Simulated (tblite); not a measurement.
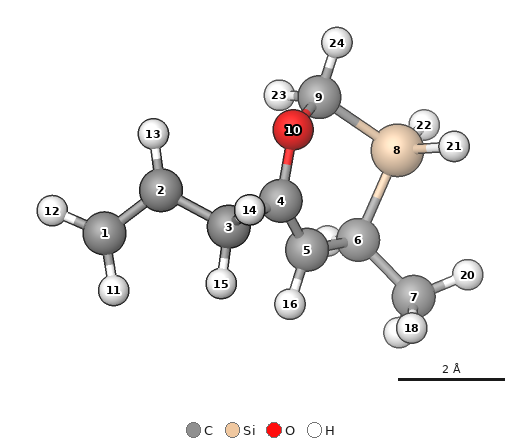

**Figure 1.** The input geometry (ball-and-stick view, seen at a tilt; atoms are numbered from 1 in the order of the input). Bond lengths as drawn: C–C 1.32 to 1.53 Å, C–H 1.07 to 1.13 Å, C–O 1.36 to 1.37 Å, C–Si 1.85 to 1.89 Å and H–Si 1.47 to 1.48 Å.

Geometry relaxation of C8H14OSi

C8H14OSi, computed with GFN2-xTB geometry optimisation, gas phase (tblite 0.8.0).

It belongs to a series of runs on one base structure; here: O inserted into a C-C bond.

Input file:
```
{"job": {"kind": "relax", "xc": "GFN2-xTB", "basis": "xTB"}, "charge": 0, "multiplicity": 1}
C      3.752800    -0.143900     0.659400
C      2.907200     0.338700    -0.294300
C      1.903000    -0.615700    -0.789600
C      0.527400    -0.009700    -0.512600
C     -0.269200    -0.712400     0.266300
C     -1.642100    -0.372500     0.692800
C     -2.558600    -1.561800     0.652600
Si    -2.262000     1.016500    -0.363300
C     -0.693800     2.036600    -0.597300
O      0.282900     1.201100    -1.085700
H      3.615500    -1.177900     0.985100
H      4.522900     0.500700     1.087500
H      3.010100     1.357500    -0.615700
H      2.016100    -0.709100    -1.898200
H      2.033100    -1.578000    -0.310100
H      0.115400    -1.662500     0.640300
H     -1.578900     0.018200     1.738400
H     -2.076100    -2.398500     0.113600
H     -2.702100    -1.870400     1.723800
H     -3.554400    -1.304800     0.216100
H     -2.724500     0.561800    -1.698500
H     -3.323000     1.774300     0.308800
H     -0.420400     2.474200     0.403500
H     -0.893000     2.857400    -1.315300
```

The first line tells a small driver script what to run in tblite; the rest is the geometry in Å.

Run on 1 CPU thread, shared host.

Launch command:
```bash
OMP_NUM_THREADS=1 python <driver script> task.json out
```

What the program printed:
```
step      E/eV     max force
  0    -815.73925    3.628
  1    -816.01115    2.781
  2    -816.10354    0.775
  3    -816.15043    0.538
  4    -816.21396    0.396
  5    -816.23243    0.296
  6    -816.25457    0.275
  7    -816.26574    0.262
  8    -816.27704    0.231
  9    -816.28766    0.226
 10    -816.29551    0.197
 11    -816.30306    0.165
 12    -816.31022    0.182
 13    -816.31633    0.142
 14    -816.32049    0.138
 15    -816.32372    0.121
 16    -816.32707    0.139
 17    -816.33009    0.113
 18    -816.33213    0.082
 19    -816.33349    0.075
 20    -816.33481    0.090
 21    -816.33634    0.098
 22    -816.33780    0.084
 23    -816.33900    0.086
 24    -816.34018    0.094
 25    -816.34175    0.125
 26    -816.34386    0.124
 27    -816.34632    0.118
 28    -816.34902    0.119
 29    -816.35244    0.161
 30    -816.35720    0.229
 31    -816.36333    0.236
 32    -816.37007    0.205
 33    -816.37655    0.178
 34    -816.38330    0.201
 35    -816.39100    0.313
 36    -816.34462    1.064
 37    -816.40031    0.202
 38    -816.40476    0.134
 39    -816.41008    0.381
 40    -816.41510    0.092
 41    -816.41732    0.091
 42    -816.42450    0.197
 43    -816.42760    0.104
 44    -816.42945    0.095
 45    -816.43098    0.077
 46    -816.43213    0.061
 47    -816.43325    0.061
 48    -816.43431    0.072
 49    -816.43514    0.067
 50    -816.43572    0.047
 51    -816.43619    0.041
 52    -816.43665    0.040
 53    -816.43703    0.044
 54    -816.43727    0.025
 55    -816.43744    0.026
 56    -816.43757    0.025
 57    -816.43769    0.028
 58    -816.43781    0.023
 59    -816.43793    0.031
 60    -816.43807    0.028
 61    -816.43822    0.023
 62    -816.43837    0.024
 63    -816.43853    0.030
 64    -816.43873    0.040
 65    -816.43899    0.040
 66    -816.43930    0.026
 67    -816.43955    0.022
 68    -816.43970    0.026
 69    -816.43981    0.031
 70    -816.43992    0.024
 71    -816.44001    0.015
 72    -816.44008    0.014
 73    -816.44013    0.013
 74    -816.44017    0.012
 75    -816.44021    0.013
 76    -816.44025    0.015
 77    -816.44030    0.019
 78    -816.44034    0.016
 79    -816.44038    0.012
 80    -816.44041    0.011
 81    -816.44046    0.016
 82    -816.44050    0.017
 83    -816.44054    0.013
 84    -816.44057    0.009
```

Trajectory as extended XYZ (Å, eV, eV/Å), 4 of the 85 frames kept, from step=0 to step=84:
```
24
Properties=species:S:1:pos:R:3:forces:R:3 step=0 energy=-815.73925
C     3.7528   -0.1439    0.6594   -0.9890   1.0990  -1.1970
C     2.9072    0.3387   -0.2943    2.4060  -1.3030   2.3830
C     1.9030   -0.6157   -0.7896   -0.7680   1.2570  -1.8010
C     0.5274   -0.0097   -0.5126    0.3920  -0.4820   0.0290
C    -0.2692   -0.7124    0.2663    0.0530  -0.8100   0.5600
C    -1.6421   -0.3725    0.6928    0.1420   0.7250   0.7320
C    -2.5586   -1.5618    0.6526   -0.7780  -1.0160   1.0900
Si   -2.2620    1.0165   -0.3633   -1.1550   0.7060  -0.8540
C    -0.6938    2.0366   -0.5973   -1.2640   0.8750   1.0430
O     0.2829    1.2011   -1.0857    1.6880  -0.2930  -0.9810
H     3.6155   -1.1779    0.9851    0.4460   0.6290   0.0700
H     4.5229    0.5007    1.0875   -0.2970  -0.5640  -0.0330
H     3.0101    1.3575   -0.6157   -0.3240  -0.0130  -0.2960
H     2.0161   -0.7091   -1.8982   -0.1040  -0.1090   0.5680
H     2.0331   -1.5780   -0.3101   -0.2150  -0.0140  -0.1190
H     0.1154   -1.6625    0.6403   -0.1400   0.2340  -0.0710
H    -1.5789    0.0182    1.7384   -0.0510  -0.2730  -0.3620
H    -2.0761   -2.3985    0.1136   -0.5690   0.4400   0.1710
H    -2.7021   -1.8704    1.7238   -0.2180  -0.1890  -1.0780
H    -3.5544   -1.3048    0.2161    0.8520  -0.4820   0.3400
H    -2.7245    0.5618   -1.6985    0.1150   0.0430   0.2800
H    -3.3230    1.7743    0.3088    0.0200   0.0190  -0.0260
H    -0.4204    2.4742    0.4035    0.1430  -0.0730  -0.7860
H    -0.8930    2.8574   -1.3153    0.6150  -0.4070   0.3390
24
Properties=species:S:1:pos:R:3:forces:R:3 step=28 energy=-816.34902
C     3.8189   -0.1197    0.6972   -0.1000   0.0310  -0.0060
C     2.9710    0.2843   -0.2306    0.0060  -0.0650  -0.0990
C     1.9056   -0.5713   -0.8528   -0.0330  -0.0210   0.0070
C     0.5368   -0.0493   -0.4733   -0.0070   0.0150   0.0170
C    -0.2920   -0.7170    0.3261    0.0100   0.0350   0.0100
C    -1.7036   -0.3506    0.7077    0.0170   0.0110   0.0170
C    -2.5896   -1.6060    0.7185   -0.0120  -0.0120  -0.0090
Si   -2.3286    1.0467   -0.4233   -0.0250  -0.0150   0.0090
C    -0.6955    2.0003   -0.6030   -0.0500   0.0300  -0.0270
O     0.3331    1.1543   -1.0885   -0.0130   0.0170   0.0530
H     3.7856   -1.1219    1.0966    0.0580   0.0300  -0.0590
H     4.5709    0.5372    1.1050   -0.0580  -0.0470   0.0090
H     2.9931    1.3009   -0.6038    0.0420  -0.0390   0.0430
H     1.9784   -0.5079   -1.9440    0.0740   0.0320   0.0620
H     2.0050   -1.6147   -0.5562    0.0330   0.0180   0.0800
H     0.0625   -1.6526    0.7389    0.0090   0.0360  -0.0450
H    -1.6793    0.0573    1.7283   -0.0040  -0.0540   0.0400
H    -2.2121   -2.3408    0.0106   -0.0330   0.0420  -0.0520
H    -2.6149   -2.0741    1.7011    0.0520   0.0160  -0.0130
H    -3.6093   -1.3602    0.4324   -0.0390  -0.0240   0.0730
H    -2.7719    0.5637   -1.7300   -0.0190  -0.0240  -0.0230
H    -3.3187    1.9135    0.2207   -0.0380  -0.0450  -0.0060
H    -0.3970    2.4392    0.3594    0.0750  -0.0300  -0.0630
H    -0.7604    2.8087   -1.3294    0.0550   0.0610  -0.0180
24
Properties=species:S:1:pos:R:3:forces:R:3 step=56 energy=-816.43757
C     3.8219   -0.1492    0.7214    0.0030   0.0000   0.0000
C     2.9525    0.2811   -0.1722   -0.0040   0.0060   0.0030
C     1.9055   -0.5717   -0.8206    0.0010   0.0040   0.0000
C     0.5275   -0.0410   -0.4903    0.0130  -0.0070   0.0100
C    -0.2946   -0.6814    0.3368    0.0090   0.0000   0.0000
C    -1.7079   -0.3206    0.7104    0.0180  -0.0040   0.0020
C    -2.5753   -1.5802    0.7217   -0.0110  -0.0040   0.0030
Si   -2.3427    1.0349   -0.4650    0.0100   0.0040   0.0020
C    -0.7092    1.9958   -0.6640    0.0050   0.0090  -0.0090
O     0.3084    1.1343   -1.1522    0.0090  -0.0090   0.0140
H     3.8454   -1.1787    1.0409    0.0000   0.0040  -0.0030
H     4.5538    0.5044    1.1656   -0.0050  -0.0070   0.0050
H     2.9402    1.3184   -0.4787    0.0120   0.0080   0.0100
H     2.0320   -0.5198   -1.9060   -0.0070  -0.0080   0.0080
H     1.9974   -1.6072   -0.4940   -0.0060   0.0080  -0.0140
H     0.0768   -1.5939    0.7842   -0.0130   0.0020  -0.0210
H    -1.6939    0.0767    1.7361   -0.0040  -0.0130   0.0020
H    -2.5995   -2.0314   -0.2679   -0.0020  -0.0100   0.0120
H    -2.1818   -2.3152    1.4234   -0.0070   0.0080  -0.0120
H    -3.5957   -1.3389    1.0114    0.0030   0.0020   0.0080
H    -2.7464    0.4934   -1.7640   -0.0060  -0.0070  -0.0010
H    -3.3837    1.8760    0.1267   -0.0010   0.0070   0.0100
H    -0.3835    2.4260    0.2924   -0.0080   0.0020  -0.0080
H    -0.7588    2.8080   -1.3885   -0.0090   0.0040  -0.0200
24
Properties=species:S:1:pos:R:3:forces:R:3 step=84 energy=-816.44057
C     3.8255   -0.1626    0.7363    0.0010  -0.0020   0.0060
C     2.9596    0.2835   -0.1529    0.0010   0.0000   0.0060
C     1.9168   -0.5597   -0.8207   -0.0030   0.0060  -0.0020
C     0.5370   -0.0348   -0.4884   -0.0050   0.0020  -0.0020
C    -0.2934   -0.6953    0.3140   -0.0040  -0.0030  -0.0040
C    -1.6993   -0.3291    0.7086   -0.0010   0.0010  -0.0010
C    -2.5802   -1.5792    0.7330   -0.0030  -0.0020  -0.0020
Si   -2.3426    1.0300   -0.4576   -0.0020  -0.0030  -0.0010
C    -0.7188    2.0003   -0.6908   -0.0060   0.0030  -0.0010
O     0.3321    1.1539   -1.1294   -0.0060   0.0010  -0.0020
H     3.8477   -1.1973    1.0377    0.0010  -0.0060  -0.0030
H     4.5547    0.4826    1.1961    0.0010   0.0000   0.0060
H     2.9493    1.3266   -0.4394    0.0010  -0.0010   0.0020
H     2.0484   -0.4904   -1.9041   -0.0010  -0.0030  -0.0040
H     2.0079   -1.6004   -0.5117   -0.0030   0.0060  -0.0040
H     0.0670   -1.6270    0.7282    0.0080   0.0030   0.0010
H    -1.6674    0.0646    1.7352   -0.0010   0.0020  -0.0010
H    -2.6368   -2.0249   -0.2576    0.0020  -0.0050   0.0020
H    -2.1782   -2.3239    1.4189   -0.0010   0.0070   0.0010
H    -3.5893   -1.3266    1.0515    0.0020  -0.0030   0.0030
H    -2.7816    0.4840   -1.7439    0.0040  -0.0040   0.0040
H    -3.3663    1.8820    0.1512    0.0070  -0.0020   0.0000
H    -0.4182    2.4865    0.2469    0.0080  -0.0030  -0.0030
H    -0.7858    2.7768   -1.4534    0.0000   0.0050  -0.0010
```

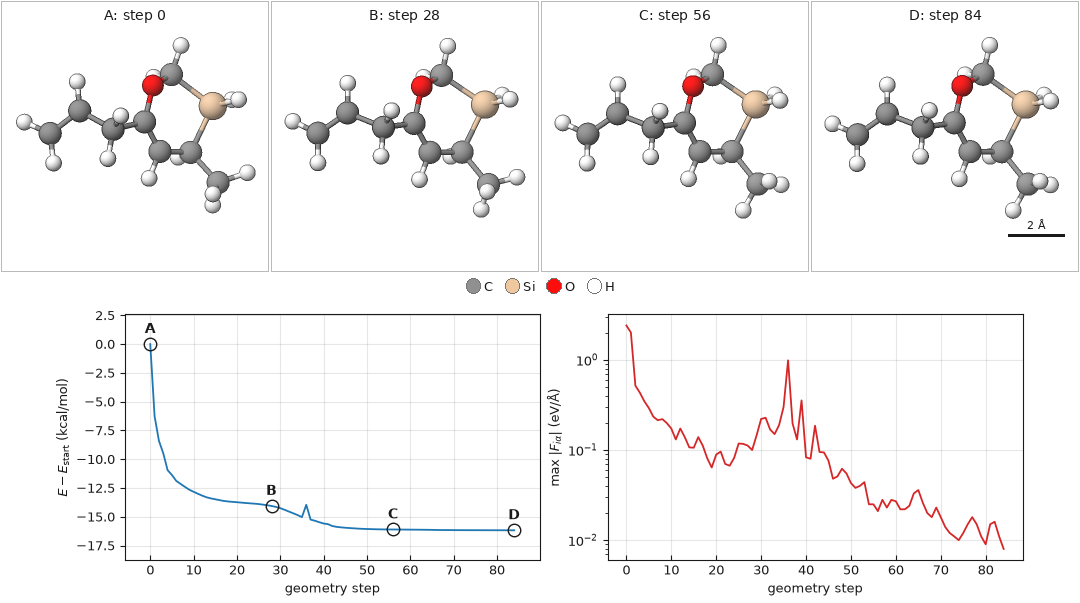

**Figure 2.** Frames of the relaxation (ball-and-stick view, seen at a tilt) above the curves, on which the letters mark them (steps are counted from 0).

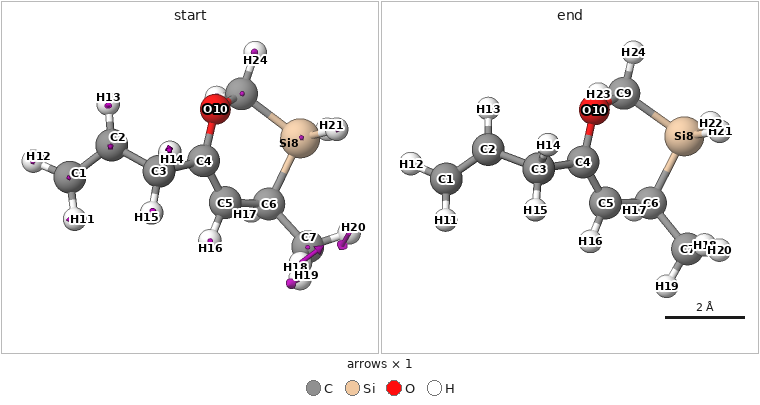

**Figure 3.** Before (left) and after (right) the relaxation, at one scale (ball-and-stick view, seen at a tilt). The pink arrows give the displacements, at true length. H20 moves most after the best rigid fit: 0.84 Å. By element the largest moves are H 0.84 Å, C 0.16 Å, Si 0.12 Å, O 0.08 Å. Among the contacts that change: C6–Si8 1.852 → 1.903 Å, C1–C2 1.363 → 1.319 Å, C9–O10 1.375 → 1.419 Å, C5–C6 1.477 → 1.505 Å. Among the angles that change: C3–C2–H13 125.5° → 114.7°, C1–C2–C3 115.4° → 124.6°, C3–C4–O10 116.0° → 109.6°. After 84 geometry steps the energy has fallen by 16.2 kcal/mol. Largest force component: 2.4 eV/Å at the start, 0.008 eV/Å at the end. (Atoms are counted from 1 in the order of the input.)

Results in brief:

- outcome: converged
- total energy: −816.4406 eV
- wall time: 0.71 s
- peak memory: 0.18 GiB
